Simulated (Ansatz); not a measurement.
# Phonons of BaZrO3 (Pm-3m) against volume

Aim: how do the optical modes of BaZrO3 (Pm-3m) move with volume?

Calculated with Ansatz 0.2.0; DFT LDA, scalar-relativistic, plane waves, PAW; PAW set soft_1.

### 1. Starting point

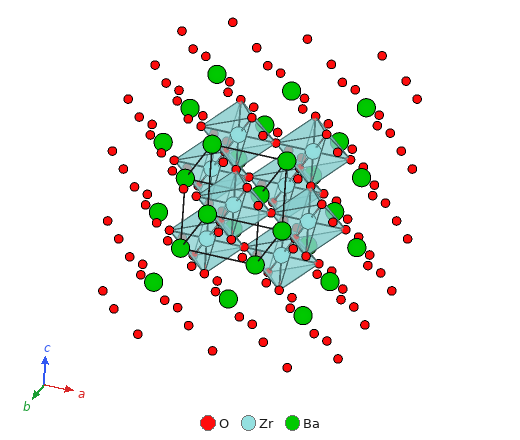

The starting structure, seen from a free direction (oxygen red, zirconium light teal, barium green). 2×2×2 cells are drawn. Some periodic images of atoms are drawn too.

As a file:

```cif
data_structure
_symmetry_space_group_name_H-M 'Pm-3m'
_symmetry_Int_Tables_number 221
_cell_length_a 4.1913
_cell_length_b 4.1913
_cell_length_c 4.1913
_cell_angle_alpha 90.000
_cell_angle_beta 90.000
_cell_angle_gamma 90.000
_cell_volume 73.63
loop_
_atom_site_label
_atom_site_type_symbol
_atom_site_symmetry_multiplicity
_atom_site_Wyckoff_symbol
_atom_site_fract_x
_atom_site_fract_y
_atom_site_fract_z
_atom_site_occupancy
O1 O 3 c 0.00000 0.50000 0.50000 1
Zr1 Zr 1 b 0.50000 0.50000 0.50000 1
Ba1 Ba 1 a 0.00000 0.00000 0.00000 1
```

### 2. Relaxation

Harmonic phonons are second derivatives at a point where the forces vanish, and they are wanted at zero stress, so atoms and cell are relaxed first.

input.yaml reads:

```yaml
crystal:
  lattice:
    - [4.19134, 0.0, 0.0]
    - [0.0, 4.19134, 0.0]
    - [0.0, 0.0, 4.19134]
  atoms:
    - { symbol: O, position: [0.0, 0.5, 0.5] }
    - { symbol: O, position: [0.5, 0.0, 0.5] }
    - { symbol: O, position: [0.5, 0.5, 0.0] }
    - { symbol: Zr, position: [0.5, 0.5, 0.5] }
    - { symbol: Ba, position: [0.0, 0.0, 0.0] }
kpoints:
  mp_grid: { grid: [6, 6, 6] }
hamiltonian:
  xc: lda
  pseudopotentials: { kind: paw, azcp: { folder: soft_1 }, xc_functional: pbe }
scf:
  occupations: { method: gaussian, width: 0.02 }
output:
  forces: true
  stress: true
  eigenvalues: true
relax:
  adjacent_minimum: "off"
  f_tol: 0.005
  max_steps: 80
  cell: { stress_tol: 0.05 }
```

Started as:

```bash
$ ansatz run input.yaml --threads 8 --pin off --max-ram 16384MiB --backend cpu --events-out ev --progress --plain --runs-dir out
```

Numbers of over 12 decimals in the logs are rounded to 6 here.

Output:

```text
Engine: ansatz 0.2.0, x86_64-unknown-linux-gnu
Pseudopotentials: kind: paw
Pseudopotential: O, paw, valence charge 6, recommended cutoff 420 eV (normal), soft_1/O.paw.azcp
Pseudopotential: Zr, paw, valence charge 12, recommended cutoff 420 eV (normal), soft_1/Zr.paw.azcp
Pseudopotential: Ba, paw, valence charge 10, recommended cutoff 420 eV (normal), soft_1/Ba.paw.azcp
Functional definition: SPW92
  exchange = slater_x
  correlation = pw_c
Crystal: 5 atoms, lattice volume = 73.631 Å³
Basis set: ecut = 420 eV, 1419 PW (Γ)
Bands: 25, of which v1, the nominal top of the filled ones, is band 20 counted from 1 (19 counted from 0)
Symmetry: 48 space group operations
Space group: Pm-3m (ITA 221), of the structure as read, at distance tolerance 4.2e-5 Å
k-points: 20 of 216
Non-local potential: O, projectors of the file, l = 0: 2, l = 1: 2, l = 2: 1
Non-local potential: Zr, projectors of the file, l = 0: 3, l = 1: 2, l = 2: 2, l = 3: 1
Non-local potential: Ba, projectors of the file, l = 0: 3, l = 1: 2, l = 2: 2, l = 3: 2
PAW form: soft (Blöchl's): semilocal exchange-correlation on the pseudo side does not see the compensation charge
PAW frozen core: O, regenerated for the run's functional, and the local potential with it (the file was generated under x = pbe(κ = 0.804, μ = 0.219515), c = pbe(β = 0.066725))
PAW frozen core: Zr, regenerated for the run's functional, and the local potential with it (the file was generated under x = pbe(κ = 0.804, μ = 0.219515), c = pbe(β = 0.066725))
PAW frozen core: Ba, regenerated for the run's functional, and the local potential with it (the file was generated under x = pbe(κ = 0.804, μ = 0.219515), c = pbe(β = 0.066725))
PAW one-centre angular grid: O, 110 points (default); XC on 64 Gauss nodes
PAW one-centre angular grid: Zr, 590 points (default); XC on 64 Gauss nodes
PAW one-centre angular grid: Ba, 194 points (default); XC on 64 Gauss nodes
Initial density: superposition of atomic densities (chi_scale 0.1, normalization cell, long waves kept (reshape's long-wave potential 0.00 eV rms))
Initial wavefunctions: pseudopotential atomic-orbital guess
Functional: x = slater, c = lda
SCF iter   1: F=—  HF=-11532.871461 eV  |F-HF|=—  |Δ(HF+E_count)|=         —  Δρ=5.94e-2  dr2=1.82e0  ethr=3.10e-3  ⟨swp⟩=9.1  Hψ=2873  notcnv=0
preconditioner: auto → Resta (q_TF=auto, 2.464 Å⁻¹)  ε∞=4.0  [insulator: Δε(μ)=2.622 eV  Ē_g=15.050 eV  σ=0.020 eV  W_gap=1.00  n_scr=18 (ndim 8)  ℏωp=26.0 eV  f_vac=0.000  D(μ)=0.00/eV (n_scr^D=0)  ε∞_Penn≈4.0]
SCF iter   2: F=—  HF=-11532.570076 eV  |F-HF|=—  |Δ(HF+E_count)|=   3.01e-1  Δρ=2.40e-2  dr2=4.39e-1  ethr=3.10e-3  ⟨swp⟩=3.0  Hψ=968  notcnv=0  defer=20
SCF iter   3: F=—  HF=-11532.526119 eV  |F-HF|=—  |Δ(HF+E_count)|=   4.40e-2  Δρ=1.33e-2  dr2=1.11e-1  ethr=1.10e-3  ⟨swp⟩=2.3  Hψ=804  notcnv=0  defer=20
SCF iter   4: F=—  HF=-11532.508689 eV  |F-HF|=—  |Δ(HF+E_count)|=   1.74e-2  Δρ=1.93e-3  dr2=1.73e-3  ethr=2.77e-4  ⟨swp⟩=3.1  Hψ=957  notcnv=0  defer=20
SCF iter   5: F=—  HF=-11532.509167 eV  |F-HF|=—  |Δ(HF+E_count)|=   4.78e-4  Δρ=2.30e-4  dr2=2.65e-5  ethr=4.31e-6  ⟨swp⟩=2.2  Hψ=744  notcnv=0  defer=20
SCF iter   6: F=—  HF=-11532.509180 eV  |F-HF|=—  |Δ(HF+E_count)|=   1.30e-5  Δρ=3.91e-5  dr2=8.91e-7  ethr=6.63e-8  ⟨swp⟩=2.2  Hψ=622  notcnv=0  defer=20
SCF iter   7: F=-11532.509180 eV  HF=-11532.509180 eV  |F-HF|=1.65e-8  |Δ(HF+E_count)|=   2.74e-7  Δρ=7.21e-6  dr2=4.21e-8  ethr=2.50e-10  ⟨swp⟩=12.0  Hψ=2520  notcnv=0
SCF 1 converged in 7 iterations: F = -11532.509180 eV  dr2 = 4.21e-8
  greatest PAW one-centre occupation: 0.994 electrons in one spin orbital (limit 2), on the Zr atom at site 3 (counted from 0), in its partial waves of l = 0
relax step   1: F+E_penalty+E_count = -11532.50918036 eV  Δ(F+E_penalty+E_count) = +0.000e0 eV  max|allowed force component| = 1.310e-29 eV/Å  Δτ_max = 0.0000 Å  P = -5.157 GPa  Ω = 73.631 Å³  (7 SCF iters, dr2 threshold 1.00e-7 eV, accepted)
Crystal: 5 atoms, lattice volume = 70.167 Å³
Basis set: ecut = 420 eV, 1357 PW (Γ)
Initial density: handed on by an earlier stage of this run
Initial wavefunctions: those handed on with the density
iter 1 solved again at ethr=3.44e-5 eV; its pass at ethr=3.10e-3 eV (dr2=1.37e-2 eV) is discarded
SCF iter   1: F=—  HF=-11532.548044 eV  |F-HF|=—  |Δ(HF+E_count)|=         —  Δρ=5.36e-3  dr2=1.41e-2  ethr=3.44e-5  ⟨swp⟩=2.2  Hψ=3223  notcnv=0
preconditioner: auto → Resta (q_TF=auto, 2.484 Å⁻¹)  ε∞=3.8  [insulator: Δε(μ)=3.248 eV  Ē_g=16.215 eV  σ=0.020 eV  W_gap=1.00  n_scr=18 (ndim 8)  ℏωp=27.3 eV  f_vac=0.000  D(μ)=0.00/eV (n_scr^D=0)  ε∞_Penn≈3.8]
SCF iter   2: F=—  HF=-11532.544273 eV  |F-HF|=—  |Δ(HF+E_count)|=   3.77e-3  Δρ=1.81e-3  dr2=2.13e-3  ethr=3.44e-5  ⟨swp⟩=2.1  Hψ=883  notcnv=0
SCF iter   3: F=—  HF=-11532.543687 eV  |F-HF|=—  |Δ(HF+E_count)|=   5.86e-4  Δρ=9.03e-4  dr2=4.48e-4  ethr=5.32e-6  ⟨swp⟩=2.0  Hψ=751  notcnv=0
SCF iter   4: F=—  HF=-11532.543557 eV  |F-HF|=—  |Δ(HF+E_count)|=   1.30e-4  Δρ=1.52e-4  dr2=1.04e-5  ethr=1.12e-6  ⟨swp⟩=2.0  Hψ=800  notcnv=0
SCF iter   5: F=-11532.543558 eV  HF=-11532.543558 eV  |F-HF|=5.04e-8  |Δ(HF+E_count)|=   1.70e-6  Δρ=1.94e-5  dr2=2.15e-7  ethr=1.25e-9  ⟨swp⟩=4.8  Hψ=2626  notcnv=0
SCF 2 converged in 5 iterations: F = -11532.543558 eV  dr2 = 2.15e-7
relax step   2: F+E_penalty+E_count = -11532.54355841 eV  Δ(F+E_penalty+E_count) = -3.438e-2 eV  max|allowed force component| = 5.568e-30 eV/Å  Δτ_max = 0.0000 Å  P = +3.197 GPa  Ω = 70.167 Å³  energy of the carried Pulay correction = +9.432e-3 eV  (5 SCF iters, dr2 threshold 5.00e-7 eV, accepted)
Crystal: 5 atoms, lattice volume = 71.454 Å³
Basis set: ecut = 420 eV, 1365 PW (Γ)
iter 1 solved again at ethr=5.84e-6 eV; its pass at ethr=3.10e-3 eV (dr2=2.34e-3 eV) is discarded
SCF iter   1: F=—  HF=-11532.552752 eV  |F-HF|=—  |Δ(HF+E_count)|=         —  Δρ=2.13e-3  dr2=2.32e-3  ethr=5.84e-6  ⟨swp⟩=1.2  Hψ=2972  notcnv=0
preconditioner: auto → Resta (q_TF=auto, 2.477 Å⁻¹)  ε∞=3.8  [insulator: Δε(μ)=3.199 eV  Ē_g=16.113 eV  σ=0.020 eV  W_gap=1.00  n_scr=18 (ndim 8)  ℏωp=27.1 eV  f_vac=0.000  D(μ)=0.00/eV (n_scr^D=0)  ε∞_Penn≈3.8]
SCF iter   2: F=—  HF=-11532.552136 eV  |F-HF|=—  |Δ(HF+E_count)|=   6.16e-4  Δρ=7.12e-4  dr2=3.45e-4  ethr=5.80e-6  ⟨swp⟩=2.0  Hψ=863  notcnv=0
SCF iter   3: F=—  HF=-11532.552039 eV  |F-HF|=—  |Δ(HF+E_count)|=   9.69e-5  Δρ=3.54e-4  dr2=7.17e-5  ethr=8.62e-7  ⟨swp⟩=2.5  Hψ=781  notcnv=0
SCF iter   4: F=—  HF=-11532.552018 eV  |F-HF|=—  |Δ(HF+E_count)|=   2.16e-5  Δρ=6.05e-5  dr2=1.64e-6  ethr=1.79e-7  ⟨swp⟩=2.0  Hψ=800  notcnv=0
SCF iter   5: F=-11532.552018 eV  HF=-11532.552018 eV  |F-HF|=8.26e-9  |Δ(HF+E_count)|=   2.30e-7  Δρ=7.31e-6  dr2=3.11e-8  ethr=1.25e-9  ⟨swp⟩=6.4  Hψ=2397  notcnv=0
SCF 3 converged in 5 iterations: F = -11532.552018 eV  dr2 = 3.11e-8
relax step   3: F+E_penalty+E_count = -11532.55201777 eV  Δ(F+E_penalty+E_count) = -8.459e-3 eV  max|allowed force component| = 2.527e-30 eV/Å  Δτ_max = 0.0000 Å  P = -0.152 GPa  Ω = 71.454 Å³  energy of the carried Pulay correction = +5.876e-3 eV  (5 SCF iters, dr2 threshold 5.00e-7 eV, accepted)
[...]
relax step   4: F+E_penalty+E_count = -11532.55220994 eV  Δ(F+E_penalty+E_count) = -1.922e-4 eV  max|allowed force component| = 2.708e-30 eV/Å  Δτ_max = 0.0000 Å  P = -0.004 GPa  Ω = 71.394 Å³  energy of the carried Pulay correction = +6.039e-3 eV  (4 SCF iters, dr2 threshold 5.80e-8 eV, accepted)
[...]
relax step   5: F+E_penalty+E_count = -11532.54703782 eV  Δ(F+E_penalty+E_count) = +5.172e-3 eV  max|allowed force component| = 6.423e-30 eV/Å  Δτ_max = 0.0000 Å  P = -0.121 GPa  Ω = 71.394 Å³  stress off target by 1.21e-1 GPa  SCF on the basis re-selected at this cell (its energy is not comparable with the rows above)  (5 SCF iters)
[...]
relax step   6: F+E_penalty+E_count = -11532.54719127 eV  Δ(F+E_penalty+E_count) = -1.535e-4 eV  max|allowed force component| = 6.536e-29 eV/Å  Δτ_max = 0.0000 Å  P = -0.000 GPa  Ω = 71.345 Å³  energy of the carried Pulay correction = +1.349e-4 eV  (4 SCF iters, dr2 threshold 3.69e-8 eV, accepted)
iter 1 solved again at ethr=9.50e-8 eV; its pass at ethr=3.10e-3 eV (dr2=3.80e-5 eV) is discarded
SCF iter   1: F=—  HF=-11532.547192 eV  |F-HF|=—  |Δ(HF+E_count)|=         —  Δρ=2.29e-6  dr2=2.19e-9  ethr=9.50e-8  ⟨swp⟩=3.1  Hψ=4177  notcnv=0
eigensolver tolerance schedule: the retry pair's looser diagonalisation over-reported the residual by 17389.17 of it (diagonalisation noise at 1.14 of the residual, at the tolerance the schedule requests for it); recorded, not acted on — ethr = c·dr2/N_el stays at c = 1.0e-1
SCF iter   2: F=—  HF=-11532.547191 eV  |F-HF|=—  |Δ(HF+E_count)|=   9.59e-7  Δρ=1.34e-6  dr2=1.04e-9  ethr=5.46e-12  ⟨swp⟩=2.9  Hψ=1036  notcnv=0
SCF iter   3: F=—  HF=-11532.547191 eV  |F-HF|=—  |Δ(HF+E_count)|=  3.00e-10  Δρ=9.92e-7  dr2=4.98e-10  ethr=2.61e-12  ⟨swp⟩=2.0  Hψ=793  notcnv=0
SCF iter   4: F=-11532.547191 eV  HF=-11532.547191 eV  |F-HF|=3.64e-12  |Δ(HF+E_count)|=  9.64e-11  Δρ=1.74e-7  dr2=7.72e-12  ethr=1.00e-12  ⟨swp⟩=3.5  Hψ=2180  notcnv=0
SCF 7 converged in 4 iterations: F = -11532.547191 eV  dr2 = 7.72e-12
relax step   7: F+E_penalty+E_count = -11532.54719127 eV  Δ(F+E_penalty+E_count) = -1.855e-10 eV  max|allowed force component| = 2.990e-29 eV/Å  Δτ_max = 0.0000 Å  P = -0.002 GPa  Ω = 71.345 Å³  stress off target by 1.79e-3 GPa  SCF on the basis re-selected at this cell (its energy is not comparable with the rows above)  (4 SCF iters)
basis re-selected at this cell: Δ(F+E_penalty+E_count) = -1.855e-10 eV, ΔP = -0.001 GPa vs the last step (what re-selecting the basis moved, of the pressure what is left beyond the Pulay correction that the steps carried, after the strain that the cell walked since its last selection, with what the two solves' SCF thresholds leave and, on support functions, any second-order correction that the steps lacked; it is no  [...]
SCF converged after 4 iterations
Free energy (F): -11532.547191 eV
Harris-Foulkes:  -11532.547191 eV  (|F-HF|=3.64e-12)
Internal energy: -11532.547191 eV  (E = F + TS)
E sigma→0 (E₀):  -11532.547191 eV
Fermi energy:    11.449123 eV
--- Per-component energies (eV) ---
  E_band       = -85.091269
  E_kinetic    = 984.417595
  E_local      = -1906.556496  (includes V_loc(G=0)·N_el)
  E_nonlocal   = 335.322136
  E_hartree    = 681.800979
  E_xc         = -565.605628
  E_vxc        = -588.146093  (∫ρ·V_xc dr)
  E_paw        = -8340.633374  (= ΣΔE_a)
  E_vpaw       = -273.732719  (= ΣTr[D̂ρ^β])
  E_aug_tail   = 0.002397  (compensation charges beyond the density's cutoff)
  E_ewald      = -2722.238484
  E_core_change = 0.943684  (= ΣΔE_core)
  E_smearing   = -0.000000  (= −TS)
  E_closure    = -0.000000  (closes the sum)
  Σ components = -11532.547191   (vs F -11532.547191, Δ=0.00e0)
--- Forces (eV/Å), atoms counted from 1 ---
  atom   1  O      0.00000000     0.00000000    -0.00000000
  atom   2  O      0.00000000    -0.00000000    -0.00000000
  atom   3  O      0.00000000    -0.00000000    -0.00000000
  atom   4  Zr    -0.00000000     0.00000000     0.00000000
  atom   5  Ba     0.00000000    -0.00000000     0.00000000
  max |Σ_I F_I| component: 2.93e-29 eV/Å
--- Stress (GPa, compression-positive) ---
       -0.001789      -0.000000      -0.000000
       -0.000000      -0.001789       0.000000
       -0.000000       0.000000      -0.001789
  P = ⅓ Tr σ = -0.0018 GPa (-0.018 kbar)
--- Band table (eV; the first three rows and the last of 20) ---
  k-point 0: bands = [... 16 lower, 8.7838, 9.7012, 9.7012, 9.7012, 13.0517, 13.0517, 13.0517, 14.5153, ... 1 higher]
  k-point 1: bands = [... 16 lower, 8.5838, 9.0048, 9.6161, 9.6161, 13.1387, 13.6929, 13.6929, 14.9596, ... 1 higher]
  k-point 2: bands = [... 16 lower, 8.2372, 8.2638, 9.5147, 9.5147, 13.3340, 14.9821, 14.9821, 15.8841, ... 1 higher]
  k-point 19: bands = [... 16 lower, 7.3295, 9.8465, 9.8465, 9.8465, 15.9918, 15.9918, 15.9918, 17.0919, ... 1 higher]
--- Relaxed structure (5 steps of the walk, 5 accepted, 2 SCFs on fresh bases) ---
  F+E_penalty+E_count = -11532.54719127 eV   max|allowed force component| = 2.990e-29 eV/Å   (the final SCF, on the basis selected at the relaxed cell)
  cell:  # Å, volume = 71.3453 Å³
    - [4.147519, 0, 0]
    - [0, 4.147519, 0]
    - [0, 0, 4.147519]
  atoms:
    - { symbol: O, position: [0, 0.500000, 0.500000] }
    - { symbol: O, position: [0.500000, 0, 0.500000] }
    - { symbol: O, position: [0.500000, 0.500000, 0] }
    - { symbol: Zr, position: [0.500000, 0.500000, 0.500000] }
    - { symbol: Ba, position: [0, 0, 0] }
```

The job ended after 2.9 s (8 threads of Intel Xeon at 2.60GHz (Ice Lake), shared host; peak memory 0.53 GiB).

The steps of the relaxation:

| step | energy less that of the first step (eV) | largest force component (eV/Å) | pressure (GPa) | volume (Å³) |
| --- | --- | --- | --- | --- |
| 1 | 0.0000 | 0.0000 | -5.16 | 73.63 |
| 2 | -0.0344 | 0.0000 | 3.20 | 70.17 |
| 3 | -0.0428 | 0.0000 | -0.15 | 71.45 |
| 4 | -0.0430 | 0.0000 | 0.00 | 71.39 |
| 5* | -0.0379 | 0.0000 | -0.12 | 71.39 |
| 6 | -0.0380 | 0.0000 | 0.00 | 71.35 |
| 7* | -0.0380 | 0.0000 | 0.00 | 71.35 |

Relaxation steps marked * repeat the geometry before them on a plane-wave basis chosen anew for their cell, so energy and pressure can jump there.

The run keeps the 48 symmetry operations that it works with, so distortions that break them were not tested.

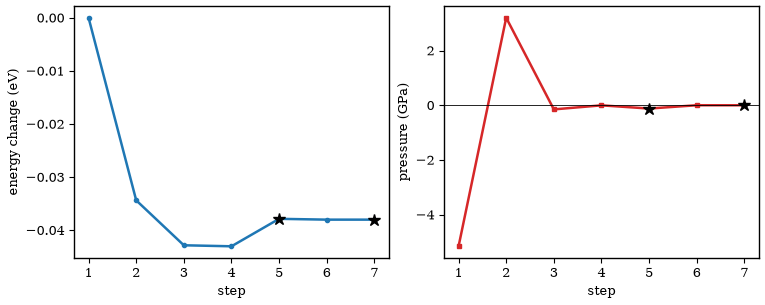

Energy and pressure along the relaxation. Stars mark steps on a basis chosen anew.

| conventional cell, symmetrised | before | after | change |
| --- | --- | --- | --- |
| a (Å) | 4.191 | 4.148 | -1.0 % |
| b (Å) | 4.191 | 4.148 | -1.0 % |
| c (Å) | 4.191 | 4.148 | -1.0 % |
| volume (Å³/atom) | 14.73 | 14.27 | -3.1 % |

The relaxed structure:

```xyz
5
Lattice="4.1475 0.0000 0.0000 0.0000 4.1475 0.0000 0.0000 0.0000 4.1475" Properties=species:S:1:pos:R:3 pbc="T T T"
O     0.0000    2.0738    2.0738
O     2.0738    0.0000    2.0738
O     2.0738    2.0738    0.0000
Zr    2.0738    2.0738    2.0738
Ba    0.0000    0.0000    0.0000
```

This step gave:

```
pressure          : -0.001789 GPa
gap on the k-mesh : 3.205 eV
volume per atom   : 14.27 Å³
```

In this step the volume went from 14.73 to 14.27 Å³/atom.

### 3. Tight relaxation

Phonons need small forces and stress, so the relaxation is finished with tight tolerances on 8×8×8 k points.

input.yaml, the sections that differ from step 2:

```yaml
crystal:
  lattice:
    - [4.1475187852, 0.0, 0.0]
    - [0.0, 4.1475187852, 0.0]
    - [0.0, 0.0, 4.1475187852]
  atoms:
    - { symbol: O, position: [0.0, 0.5, 0.5] }
    - { symbol: O, position: [0.5, 0.0, 0.5] }
    - { symbol: O, position: [0.5, 0.5, 0.0] }
    - { symbol: Zr, position: [0.5, 0.5, 0.5] }
    - { symbol: Ba, position: [0.0, 0.0, 0.0] }
kpoints:
  mp_grid: { grid: [8, 8, 8] }
scf:
  occupations: { method: fixed }
relax:
  adjacent_minimum: "off"
  f_tol: 0.001
  max_steps: 60
  cell: { stress_tol: 0.01 }
# hamiltonian, output: as in step 2
```

Output:

```text
[...]
Crystal: 5 atoms, lattice volume = 71.345 Å³
Basis set: ecut = 420 eV, 1365 PW (Γ)
Bands: 25, of which v1, the nominal top of the filled ones, is band 20 counted from 1 (19 counted from 0)
Symmetry: 48 space group operations
[...]
k-points: 35 of 512
[...]
--- Relaxed structure (1 steps of the walk, 1 accepted, 1 SCFs on fresh bases) ---
[...]
cell:  # Å, volume = 71.3453 Å³
    - [4.1475187852, 0.0, 0.0]
    - [0.0, 4.1475187852, 0.0]
    - [0.0, 0.0, 4.1475187852]
  atoms:
    - { symbol: O, position: [0.0, 0.5, 0.5] }
    - { symbol: O, position: [0.5, 0.0, 0.5] }
    - { symbol: O, position: [0.5, 0.5, 0.0] }
    - { symbol: Zr, position: [0.5, 0.5, 0.5] }
    - { symbol: Ba, position: [0.0, 0.0, 0.0] }
[key lines of the parts left out:]
SCF converged after 6 iterations
Free energy (F): -11532.547578 eV
Fermi energy:    9.846426 eV
P = ⅓ Tr σ = -0.0043 GPa (-0.043 kbar)
```

It took 1.2 s on 8 threads; peak memory 0.54 GiB; 7 s of CPU time.

Little changed from the start: no atom moved by 0.005 Å and no cell edge by 0.1 %.

Numbers from this step:

```yaml
pressure: -0.004301 GPa
```

The forces vanish by symmetry and the pressure is -0.004 GPa, within the tolerances set. The cell now holds 14.27 Å³/atom.

[end of part 1 of 3]

[Logs are printed without paths, hosts, clocks, repeated set-up lines and the standing remarks that a program may print on its own settings, such as how far it seeks lower states.]

[Hosts, paths, dates, database ids (printed as entryN), source tags and the programs' standing remarks are cut or masked in the printed files.]
